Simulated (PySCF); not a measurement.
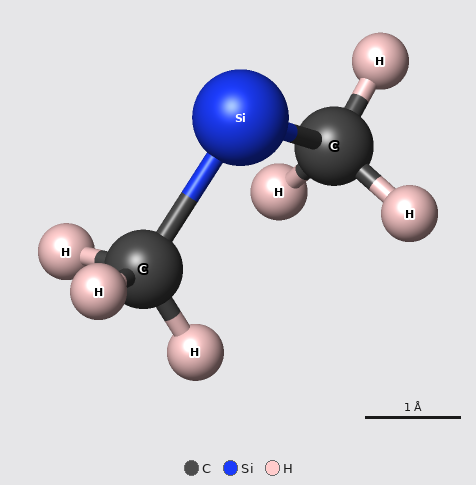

Fig. 1: The structure as given in the input (ball-and-stick view, seen at a tilt).

## C₂H₆Si: energy and gradient calculation

- system: C₂H₆Si, SMILES C[Si]C
- method: PBE/def2-SVP, RKS (PySCF 2.14.0)

The geometry comes from this level: PBE0-D4/def2-TZVP.

**Input (input.py)**
```python
import pyscf.grad
from pyscf import gto, dft

system = gto.M(
    atom='input.xyz',
    max_memory=1860,
    basis='def2-svp',
    spin=0,
    verbose=4,
    charge=0,
)

mf = dft.RKS(system, xc='pbe')
mf.conv_tol = 1e-10
mf.grids.level = 5
mf.kernel()
if not mf.converged:
    mf = mf.newton().run(mf.mo_coeff, mf.mo_occ)

etot = mf.e_tot
print(f'total energy: {etot:.8f} hartree')
grad = mf.Gradients().kernel()
mf.analyze()
```

**File input.xyz**
```
9
C2H6Si
C     -0.527400     1.047300    -0.805300
Si     0.896800    -0.199700    -0.912800
C      0.601900    -1.069400     0.746000
H     -1.430700     0.480400    -1.082200
H     -0.439700     1.875000    -1.511000
H     -0.703500     1.436700     0.202600
H     -0.455600    -1.193000     1.001000
H      1.117900    -2.026600     0.837300
H      1.028800    -0.397000     1.507100
```

Run on 1 thread of Arm Neoverse N1, 24 GiB of memory available, shared host.

Launched with:
```bash
OMP_NUM_THREADS=1 python input.py
```

**Output**
```
PySCF version 2.14.0

[INPUT] num. atoms = 9
[INPUT] num. electrons = 32
[INPUT] charge = 0
[INPUT] spin (= nelec alpha-beta = 2S) = 0
[INPUT] symmetry False subgroup None
[INPUT] Mole.unit = angstrom
[INPUT] Symbol           X                Y                Z      unit          X                Y                Z       unit  Magmom
[INPUT]  1 C     -0.527400000000   1.047300000000  -0.805300000000 AA   -0.996641558096   1.979110170257  -1.521796448112 Bohr   0.0
[INPUT]  2 Si     0.896800000000  -0.199700000000  -0.912800000000 AA    1.694706388510  -0.377378307076  -1.724942006503 Bohr   0.0
[INPUT]  3 C      0.601900000000  -1.069400000000   0.746000000000 AA    1.137426154376  -2.020873117610   1.409735688926 Bohr   0.0
[INPUT]  4 H     -1.430700000000   0.480400000000  -1.082200000000 AA   -2.703631166415   0.907824430241  -2.045061612004 Bohr   0.0
[INPUT]  5 H     -0.439700000000   1.875000000000  -1.511000000000 AA   -0.830912576971   3.543236483559  -2.855376174218 Bohr   0.0
[INPUT]  6 H     -0.703500000000   1.436700000000   0.202600000000 AA   -1.329422328632   2.714969523163   0.382858512837 Bohr   0.0
[INPUT]  7 H     -0.455600000000  -1.193000000000   1.001000000000 AA   -0.860959222352  -2.254443266606   1.891615850690 Bohr   0.0
[INPUT]  8 H      1.117900000000  -2.026600000000   0.837300000000 AA    2.112524834651  -3.829718964044   1.582267684098 Bohr   0.0
[INPUT]  9 H      1.028800000000  -0.397000000000   1.507100000000 AA    1.944150236953  -0.750221271452   2.848006242332 Bohr   0.0

nuclear repulsion = 97.7047894933618
number of shells = 38
number of NR pGTOs = 126
number of NR cGTOs = 76
basis = def2-svp
ecp = {}

******** <class 'pyscf.dft.rks.RKS'> ********
method = RKS
initial guess = minao
damping factor = 0
level_shift factor = 0
DIIS = <class 'pyscf.scf.diis.CDIIS'>
diis_start_cycle = 1
diis_space = 8
diis_damp = 0
SCF conv_tol = 1e-10
SCF conv_tol_grad = None
SCF max_cycles = 50
direct_scf = True
direct_scf_tol = 1e-13
XC library pyscf.dft.libxc version 7.0.0
    S. Lehtola, C. Steigemann, M. J.T. Oliveira, and M. A.L. Marques.,  SoftwareX 7, 1–5 (2018)
XC functionals = pbe
    J. P. Perdew, K. Burke, and M. Ernzerhof.,  Phys. Rev. Lett. 77, 3865 (1996)
    J. P. Perdew, K. Burke, and M. Ernzerhof.,  Phys. Rev. Lett. 78, 1396 (1997)
    J. P. Perdew, K. Burke, and M. Ernzerhof.,  Phys. Rev. Lett. 77, 3865 (1996)
    J. P. Perdew, K. Burke, and M. Ernzerhof.,  Phys. Rev. Lett. 78, 1396 (1997)
radial grids:
    Treutler-Ahlrichs [JCP 102, 346 (1995); DOI:10.1063/1.469408] (M4) radial grids

becke partition: Becke, JCP 88, 2547 (1988); DOI:10.1063/1.454033
pruning grids: <function nwchem_prune>
grids dens level: 5
symmetrized grids: False
atomic radii adjust function: <function treutler_atomic_radii_adjust>
small_rho_cutoff = 0
Set gradient conv threshold to 1e-05
Initial guess from minao.
tot grids = 270752
init E= -368.708815119535
  HOMO = -0.227543156836795  LUMO = -0.127086147450072  gap/eV = 2.73357
cycle= 1 E= -368.745575798808  delta_E= -0.0368  |g|= 0.589  |ddm|= 2.82
  HOMO = -0.140362649332902  LUMO = -0.0892153974118224  gap/eV = 1.39179
cycle= 2 E= -368.575976148312  delta_E= 0.17  |g|= 0.945  |ddm|= 1.52
  HOMO = -0.170759464723467  LUMO = -0.101633904909372  gap/eV = 1.88100
cycle= 3 E= -368.841509961156  delta_E= -0.266  |g|= 0.0464  |ddm|= 1.08
  HOMO = -0.17902947408458  LUMO = -0.105971509338266  gap/eV = 1.98801
cycle= 4 E= -368.842398761744  delta_E= -0.000889  |g|= 0.0149  |ddm|= 0.203
  HOMO = -0.176986925050418  LUMO = -0.104269923674734  gap/eV = 1.97873
cycle= 5 E= -368.842482933405  delta_E= -8.42e-05  |g|= 0.00242  |ddm|= 0.0352
  HOMO = -0.177133089039395  LUMO = -0.104605662778421  gap/eV = 1.97357
cycle= 6 E= -368.842484913081  delta_E= -1.98e-06  |g|= 0.000595  |ddm|= 0.00536
  HOMO = -0.177032853259194  LUMO = -0.104517975562428  gap/eV = 1.97323
cycle= 7 E= -368.84248502677  delta_E= -1.14e-07  |g|= 9.9e-05  |ddm|= 0.00122
  HOMO = -0.17705944177507  LUMO = -0.104539047492183  gap/eV = 1.97338
cycle= 8 E= -368.842485030592  delta_E= -3.82e-09  |g|= 2.29e-05  |ddm|= 0.000352
  HOMO = -0.177057841578614  LUMO = -0.104537125148363  gap/eV = 1.97339
cycle= 9 E= -368.842485030732  delta_E= -1.39e-10  |g|= 1.41e-05  |ddm|= 8.72e-05
  HOMO = -0.177057515848098  LUMO = -0.104536770629712  gap/eV = 1.97339
cycle= 10 E= -368.842485030859  delta_E= -1.28e-10  |g|= 8.35e-07  |ddm|= 3.9e-05
  HOMO = -0.177057546426675  LUMO = -0.104536791466576  gap/eV = 1.97339
cycle= 11 E= -368.842485030858  delta_E= 1.25e-12  |g|= 2.84e-07  |ddm|= 2.06e-06
  HOMO = -0.177057547741175  LUMO = -0.104536806522713  gap/eV = 1.97339
```

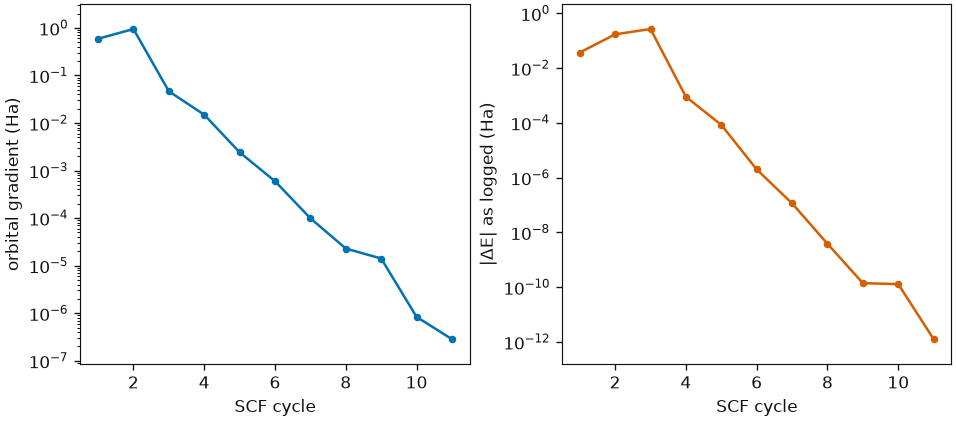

Fig. 2: Convergence of the self-consistent field: orbital gradient and size of the energy change against the SCF cycle. The residual falls almost steadily, with no more than small rises.

```
Extra cycle  E= -368.842485030858  delta_E= 5.68e-14  |g|= 2.74e-07  |ddm|= 7.28e-07
converged SCF energy = -368.842485030858
total energy: -368.84248503 hartree

******** <class 'pyscf.grad.rks.Gradients'> for <class 'pyscf.dft.rks.RKS'> ********
unit = Eh/Bohr
grid_response = False
--------------- RKS gradients ---------------
         x                y                z
0 C    -0.0040834888     0.0020245204     0.0000136382
1 Si    -0.0070073690     0.0015312653     0.0071936400
2 C    -0.0002311716    -0.0010042690     0.0044726845
3 H     0.0081636262     0.0048571144     0.0024231917
4 H    -0.0005410847    -0.0084394009     0.0072377889
5 H     0.0023529804    -0.0040185784    -0.0099214111
6 H     0.0104138909     0.0012552808    -0.0031562597
7 H    -0.0053094653     0.0096748266    -0.0012755510
8 H    -0.0037572745    -0.0058790484    -0.0069883641
----------------------------------------------
**** SCF Summaries ****
Total Energy =                        -368.842485030857972
Nuclear Repulsion Energy =              97.704789493361758
One-electron Energy =                 -700.961195058951034
Two-electron Energy =                  234.413920534731290
Two-electron Coulomb Energy =          268.071999462849533
DFT Exchange-Correlation Energy =      -33.658078928118229
HOMO-LUMO gap [eV] =                     1.973389883752109
**** MO energy ****
MO #1   energy= -65.3945712636345  occ= 2
MO #2   energy= -9.8786090775152   occ= 2
MO #3   energy= -9.87856856600244  occ= 2
MO #4   energy= -5.04747550200331  occ= 2
MO #5   energy= -3.46941029210688  occ= 2
MO #6   energy= -3.45975582406052  occ= 2
MO #7   energy= -3.45626142265787  occ= 2
MO #8   energy= -0.637356313276869 occ= 2
MO #9   energy= -0.606006906710495 occ= 2
MO #10  energy= -0.400783043003691 occ= 2
MO #11  energy= -0.369376313873583 occ= 2
MO #12  energy= -0.368291436441582 occ= 2
MO #13  energy= -0.346776814417116 occ= 2
MO #14  energy= -0.345638281148592 occ= 2
MO #15  energy= -0.262262884094953 occ= 2
MO #16  energy= -0.177057547741175 occ= 2
MO #17  energy= -0.104536806522713 occ= 0
MO #18  energy= 0.0330094449805882 occ= 0
MO #19  energy= 0.0337237295093879 occ= 0
MO #20  energy= 0.0917296590333606 occ= 0
MO #21  energy= 0.0918841305321575 occ= 0
MO #22  energy= 0.0982235709117001 occ= 0
MO #23  energy= 0.118149513652492  occ= 0
MO #24  energy= 0.129508831371874  occ= 0
MO #25  energy= 0.134355412123056  occ= 0
MO #26  energy= 0.193688201932051  occ= 0
MO #27  energy= 0.306634731764311  occ= 0
MO #28  energy= 0.344253061373248  occ= 0
MO #29  energy= 0.348071158961679  occ= 0
MO #30  energy= 0.379262641697407  occ= 0
MO #31  energy= 0.387890879160227  occ= 0
MO #32  energy= 0.408224460187669  occ= 0
MO #33  energy= 0.486956811323598  occ= 0
MO #34  energy= 0.513795027069659  occ= 0
MO #35  energy= 0.545003875725934  occ= 0
MO #36  energy= 0.565358762180352  occ= 0
MO #37  energy= 0.570056865616942  occ= 0
MO #38  energy= 0.606833086821132  occ= 0
MO #39  energy= 0.617346575515167  occ= 0
MO #40  energy= 0.626370834310102  occ= 0
MO #41  energy= 0.640887053747952  occ= 0
MO #42  energy= 0.643436149140263  occ= 0
MO #43  energy= 0.647711886808115  occ= 0
MO #44  energy= 0.659293561477018  occ= 0
MO #45  energy= 0.65969917323411   occ= 0
MO #46  energy= 0.788736836266225  occ= 0
MO #47  energy= 0.830195476030385  occ= 0
MO #48  energy= 0.898575431828802  occ= 0
MO #49  energy= 1.16103628294737   occ= 0
MO #50  energy= 1.16570531322024   occ= 0
MO #51  energy= 1.20572743776356   occ= 0
MO #52  energy= 1.21441217763502   occ= 0
MO #53  energy= 1.46610642302825   occ= 0
MO #54  energy= 1.46892006717871   occ= 0
MO #55  energy= 1.6831935648801    occ= 0
MO #56  energy= 1.68539174342198   occ= 0
MO #57  energy= 1.70644576806904   occ= 0
MO #58  energy= 1.71126127445831   occ= 0
MO #59  energy= 1.7559551673489    occ= 0
MO #60  energy= 1.78983786724227   occ= 0
MO #61  energy= 1.87346808882566   occ= 0
MO #62  energy= 1.87955079208226   occ= 0
MO #63  energy= 1.8835603622007    occ= 0
MO #64  energy= 1.92313379394529   occ= 0
MO #65  energy= 2.16032730004893   occ= 0
MO #66  energy= 2.1851321237375    occ= 0
MO #67  energy= 2.33501579829264   occ= 0
MO #68  energy= 2.34400419451249   occ= 0
MO #69  energy= 2.36088064685549   occ= 0
MO #70  energy= 2.38262966090972   occ= 0
MO #71  energy= 2.58661399197327   occ= 0
MO #72  energy= 2.6138205480754    occ= 0
MO #73  energy= 2.8267506240571    occ= 0
MO #74  energy= 2.83876250274925   occ= 0
MO #75  energy= 2.85270017894957   occ= 0
MO #76  energy= 2.86547853860582   occ= 0
 ** Mulliken pop on meta-lowdin orthogonal AOs  **
 ** Mulliken pop  **
pop of  0 C 1s            1.99981
pop of  0 C 2s            1.06887
pop of  0 C 3s            0.00289
pop of  0 C 2px           1.18277
pop of  0 C 2py           1.15499
pop of  0 C 2pz           1.12045
pop of  0 C 3px           0.00187
pop of  0 C 3py           0.00205
pop of  0 C 3pz           0.00208
pop of  0 C 3dxy          0.00067
pop of  0 C 3dyz          0.00092
pop of  0 C 3dz^2         0.00075
pop of  0 C 3dxz          0.00020
pop of  0 C 3dx2-y2       0.00021
pop of  1 Si 1s           1.99999
pop of  1 Si 2s           1.99974
pop of  1 Si 3s           1.62544
pop of  1 Si 4s           0.01544
pop of  1 Si 2px          1.99979
pop of  1 Si 2py          1.99978
pop of  1 Si 2pz          1.99980
pop of  1 Si 3px          0.67816
pop of  1 Si 3py          0.47887
pop of  1 Si 3pz          0.77870
pop of  1 Si 4px          0.00279
pop of  1 Si 4py          0.00537
pop of  1 Si 4pz          0.00388
pop of  1 Si 3dxy         0.00770
pop of  1 Si 3dyz         0.00560
pop of  1 Si 3dz^2        0.00562
pop of  1 Si 3dxz         0.00424
pop of  1 Si 3dx2-y2      0.00225
pop of  2 C 1s            1.99981
pop of  2 C 2s            1.06882
pop of  2 C 3s            0.00289
pop of  2 C 2px           1.11752
pop of  2 C 2py           1.13365
pop of  2 C 2pz           1.20706
pop of  2 C 3px           0.00200
pop of  2 C 3py           0.00205
pop of  2 C 3pz           0.00193
pop of  2 C 3dxy          0.00072
pop of  2 C 3dyz          0.00053
pop of  2 C 3dz^2         0.00043
pop of  2 C 3dxz          0.00034
pop of  2 C 3dx2-y2       0.00072
pop of  3 H 1s            0.86940
pop of  3 H 2s            0.00758
pop of  3 H 2px           0.00076
pop of  3 H 2py           0.00027
pop of  3 H 2pz           0.00012
pop of  4 H 1s            0.87780
pop of  4 H 2s            0.00676
pop of  4 H 2px           0.00013
pop of  4 H 2py           0.00052
pop of  4 H 2pz           0.00037
pop of  5 H 1s            0.88280
pop of  5 H 2s            0.00732
pop of  5 H 2px           0.00020
pop of  5 H 2py           0.00018
pop of  5 H 2pz           0.00071
pop of  6 H 1s            0.88265
pop of  6 H 2s            0.00732
pop of  6 H 2px           0.00078
pop of  6 H 2py           0.00006
pop of  6 H 2pz           0.00025
pop of  7 H 1s            0.87788
pop of  7 H 2s            0.00676
pop of  7 H 2px           0.00022
pop of  7 H 2py           0.00066
pop of  7 H 2pz           0.00014
pop of  8 H 1s            0.86948
pop of  8 H 2s            0.00758
pop of  8 H 2px           0.00018
pop of  8 H 2py           0.00032
pop of  8 H 2pz           0.00065
 ** Mulliken atomic charges  **
charge of    0C =     -0.53851
charge of    1Si =      0.38683
charge of    2C =     -0.53849
charge of    3H =      0.12188
charge of    4H =      0.11442
charge of    5H =      0.10879
charge of    6H =      0.10894
charge of    7H =      0.11434
charge of    8H =      0.12180
Dipole moment(X, Y, Z, Debye): -1.03550,  0.22722,  1.06265
```

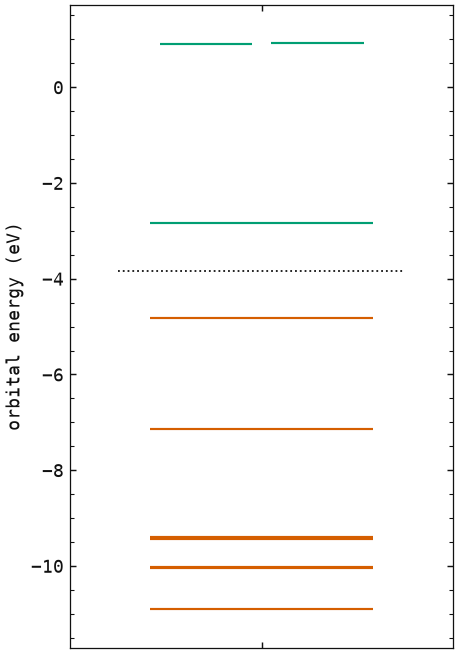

Fig. 3: Orbital energies near the frontier; the dotted line parts filled from empty levels, and levels within 0.02 eV of each other stand side by side. Highest filled −4.82 eV, lowest empty −2.84 eV, 1.98 eV apart.

**Summary**

- outcome: converged
- total energy: −368.842485 hartree
- basis functions: 76
- largest force: 0.572 eV/Å
- HOMO: −4.82 eV
- LUMO: −2.84 eV
- dipole moment: 1.50 D
- wall time: 31 s
- peak memory: 0.77 GiB
